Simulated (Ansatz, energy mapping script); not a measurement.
# CoO: energy mapping under PBEsol+U (1.16 eV), part 2 of 2

Aim: the exchange couplings of CoO from the energies of a few collinear orders, and the ordering temperature that they give.

PBEsol with U = 1.16 eV on Co d, ortho-atomic projectors; plane waves, U on orthogonalised atomic orbitals unless named otherwise, collinear spin, no spin–orbit coupling.

So far. Step 10 (Uncompensated ++− start in cell C (6 atoms)): The run ends ferrimagnetic, 45.38 meV a magnetic atom below the parallel order of its cell. Step 11 (Run 7 (parallel; cell D, 6 atoms)): The run ends ferromagnetic. For each magnetic atom its energy differs from the parallel run of the first cell by -0.77 meV, an error that one common reference would have brought in.

### 12. Uncompensated ++− start in cell D (6 atoms)

This order reverses 5.33 of the 12 neighbours at 3.01 Å, 1.33 of the 6 neighbours at 4.26 Å and 16 of the 24 neighbours at 5.22 Å, counted for an average magnetic atom.

The input, input.yaml:

```yaml
crystal:
  lattice:
    - [0.0, 2.1315, 2.1315]
    - [0.0, 2.1315, -2.1315]
    - [-6.3945, -2.1315, 0.0]
  atoms:
    - { symbol: Co, position: [0.0, 0.0, 0.0], spin: 3.0 }
    - { symbol: Co, position: [0.333333333, 0.333333333, 0.666666667], spin: 3.0 }
    - { symbol: Co, position: [0.666666667, 0.666666667, 0.333333333], spin: -3.0 }
    - { symbol: O, position: [0.833333333, 0.833333333, 0.666666667] }
    - { symbol: O, position: [0.166666667, 0.166666667, 0.333333333] }
    - { symbol: O, position: [0.5, 0.5, 0.0] }
magnetization:
  spin_polarized: true
kpoints:
  mp_grid: { grid: [8, 8, 8] }
hamiltonian:
  xc: pbesol
  hubbard:
    sites:
      - { species: Co, l: d, u_eff: 1.16 }
      - { site: 0, l: d, u_eff: 1.16, starting_ns: [{ spin: up, occupation_matrix: co1_major }, { spin: down, occupation_matrix: co1_minor }] }
      - { site: 1, l: d, u_eff: 1.16, starting_ns: [{ spin: up, occupation_matrix: co1_major }, { spin: down, occupation_matrix: co1_minor }] }
      - { site: 2, l: d, u_eff: 1.16, starting_ns: [{ spin: up, occupation_matrix: co1_minor }, { spin: down, occupation_matrix: co1_major }] }
    projectors: ortho-atomic
    occupation_matrices:
      co1_major:
        matrix:
          - [0.993, 0.0, 0.0, 0.0, 0.0]
          - [0.0, 0.998, 0.0, 0.0, 0.0]
          - [0.0, 0.0, 0.998, 0.0, 0.0]
          - [0.0, 0.0, 0.0, 0.993, 0.0]
          - [0.0, 0.0, 0.0, 0.0, 0.998]
      co1_minor:
        matrix:
          - [0.202, -0.058, -0.058, 0.0, -0.116]
          - [-0.058, 0.666, -0.27, -0.1, 0.27]
          - [-0.058, -0.27, 0.666, 0.1, 0.27]
          - [0.0, -0.1, 0.1, 0.202, 0.0]
          - [-0.116, 0.27, 0.27, 0.0, 0.666]
scf:
  occupations: { method: fermi_dirac, width: 0.05 }
output:
  eigenvalues: true
```

The run is started by

```sh
ansatz run input.yaml --threads 4 --pin off --max-ram 8192MiB --backend cpu --events-out ev --progress --plain --runs-dir out
```

It took 28 s on 4 threads of Arm Neoverse V2, shared host; peak memory 1.3 GiB; 1.8 min of CPU time.

The run ends ferrimagnetic, 16.33 meV a magnetic atom below the parallel order of its cell (energies taken at zero occupation width, not the printed F).

### 13. Mapping onto a Heisenberg model

Each energy difference is a sum of couplings weighted by the pairs that the order reverses. A few near shells are fitted to the differences by least squares. Energies are those extrapolated to zero occupation width, not the free energies F.

Energies from the parallel order of the same cell:

| order | atoms | energy (meV a magnetic atom) | moments (μB) | moments kept as typed | opposed neighbours at 3.01, 4.26, 5.22 Å |
| --- | --- | --- | --- | --- | --- |
| parallel in cell A | 4 | 0.00 | 2.54 | yes | 0, 0, 0 |
| compensated +− in cell A | 4 | 39.78 | 2.51 | yes | 8, 0, 16 |
| parallel in cell B | 4 | 0.00 | 2.53 | yes | 0, 0, 0 |
| compensated +− in cell B | 4 | -131.49 | 2.42 | yes | 6, 6, 12 |
| parallel in cell C | 6 | 0.00 | 2.53 | yes | 0, 0, 0 |
| uncompensated ++− in cell C | 6 | -45.38 | 2.43 to 2.49 | yes | 6.67, 2.67, 8 |
| parallel in cell D | 6 | 0.00 | 2.53 | yes | 0, 0, 0 |
| uncompensated ++− in cell D | 6 | -16.33 | 2.47 to 2.50 | yes | 5.33, 1.33, 16 |

The Heisenberg fit (each pair counts twice, positive J is ferromagnetic):

| pair | distance (Å) | neighbours | J (meV) |
| --- | --- | --- | --- |
| Co–Co | 3.01 | 12 | 2.31 |
| Co–Co | 4.26 | 6 | -13.4 |
| Co–Co | 5.22 | 24 | -0.0360 |

These orders cannot tell some unfitted shells from fitted ones: the value at 3.01 Å holds J(3.01) + 4 J(7.98); other unfitted shells add to the values wholly or in part.

Adding the shell at 6.03 Å gives 2.6, -13, -0.080 and -0.58 meV and a mean-field temperature of 571 K, an exact solve that tests nothing.

Limits of this fit: some orders are gapless and others have a gap.

In mean field these couplings order at 623 K, at q = (0.50, 0.50, 0.50) in fractions of the conventional cell's reciprocal vectors, and give a Curie–Weiss temperature of -415 K.

### 14. Monte Carlo

Mean field ignores fluctuations and overstates the ordering temperature, so the model is also sampled. The heat capacity peaks where order sets in.

Classical unit spins with these couplings on 8×8×4 copies of a cell that holds the lowest order (512 spins), heat-bath sweeps, cooled from random directions, 1009 sweeps to settle and 3027 measured at each temperature, averaged over 4 runs.

| T (K) | order along the lowest pattern | net moment | heat capacity (k_B a spin) |
| --- | --- | --- | --- |
| 74.7 | 0.45 | 0.01 | 1.03 |
| 128 | 0.41 | 0.01 | 1.06 |
| 207 | 0.39 | 0.02 | 1.14 |
| 260 | 0.33 | 0.02 | 1.27 |
| 314 | 0.33 | 0.02 | 1.42 |
| 393 | 0.28 | 0.02 | 1.83 |
| 420 | 0.25 | 0.02 | 1.83 |
| 446 | 0.22 | 0.03 | 1.94 |
| 499 | 0.16 | 0.03 | 1.32 |
| 552 | 0.12 | 0.03 | 0.73 |
| 632 | 0.09 | 0.03 | 0.38 |
| 685 | 0.08 | 0.03 | 0.29 |

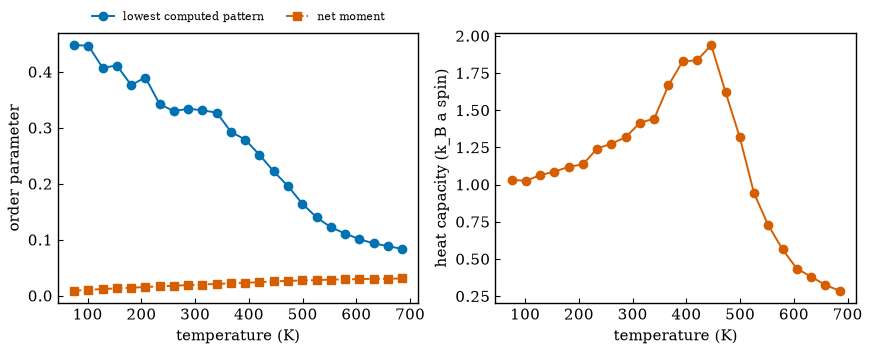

Order parameter and heat capacity against temperature.

The smoothed heat capacity peaks at 426 K. The order column follows one pattern alone; equivalent domains or another pattern share the rest.

### 15. What came out

```yaml
lowest_order_tried: compensated +− in cell B
largest_fitted_value_a_combination_of_shells_co_co_at_4p26_a: -13.4 meV
ordering_temperature_mean_field: 623 K
heat_capacity_peak_monte_carlo: 426 K
```

In words: Of the orders tried, CoO prefers the order “compensated +− in cell B” under PBEsol+U (1.16 eV), with 6 of 12 neighbours at 3.01 Å, 6 of 6 neighbours at 4.26 Å and 12 of 24 neighbours at 5.22 Å opposed, and the heat capacity of the fitted model peaks near 426 K (Monte Carlo, classical spins). The largest fitted coupling is the Co–Co pair at 4.26 Å, antiferromagnetic at -13 meV, across a ligand at about 180°. The orders also reverse pairs at 6.03 Å, which are not fitted, so the fitted values hold their part too. With 4 differences for 3 couplings the fit misses by 4.0 meV at most, a small part of the spread. In the fitted orders moments change by up to 4.4 % against the parallel run of the same cell, so their size stays put. The fit is in doubt: some orders are gapless and others have a gap. The couplings are then rough, the small ones most of all. Monte Carlo puts the peak at 0.68 of the mean-field temperature, since mean field leaves out fluctuations. In tests on simple cubic and body-centred models such peaks lay 5 to 6 % under the bulk value. On cooling, the order along the one computed pattern stays at or under 0.45: the model settles in an equivalent domain, a degenerate mixture or another order. The parallel order holds 3 μB a magnetic atom, spin 1.5; the common factor (S+1)/S would raise the classical 426 K to 709 K, a correction that often overshoots. The program narrowed the symmetry for the carried occupation matrices. Where that marks an ordered orbital filling, bonds of one length need not share one coupling; each fitted J is a mean over the bonds that the orders reverse. The classical value and the one scaled by (S+1)/S differ by a factor of 1.7, so closeness of either to the measured temperature is partly a matter of convention.

Calculation against experiment:

| quantity | measured | PBEsol+U (1.16 eV), Monte Carlo | PBEsol+U (1.16 eV), Monte Carlo × (S+1)/S |
| --- | --- | --- | --- |
| ordering temperature (spin model) (K) | 291 | 426 (+46.3 %) | 709 (+143.8 %) |

Measured values from arxiv:2004.06613 (2020).

**Verdict.** The ordering temperature is off by +46.3 % at PBEsol+U (1.16 eV), Monte Carlo: a clear miss. No cell relaxation is part of this session.

[Logs and program files are shortened in this print: banners, set-up blocks, solver, clock and traceback lines can be left out without a mark of their own.]

[Logs are printed without paths, hosts, clocks, repeated set-up lines and the standing remarks that a program may print on its own settings, such as how far it seeks lower states.]

[Hosts, paths, dates, database ids (printed as entryN), source tags and the programs' standing remarks are cut or masked in the printed files.]

[Where a cell is said to come from a database of computed structures, the database is the Materials Project.]
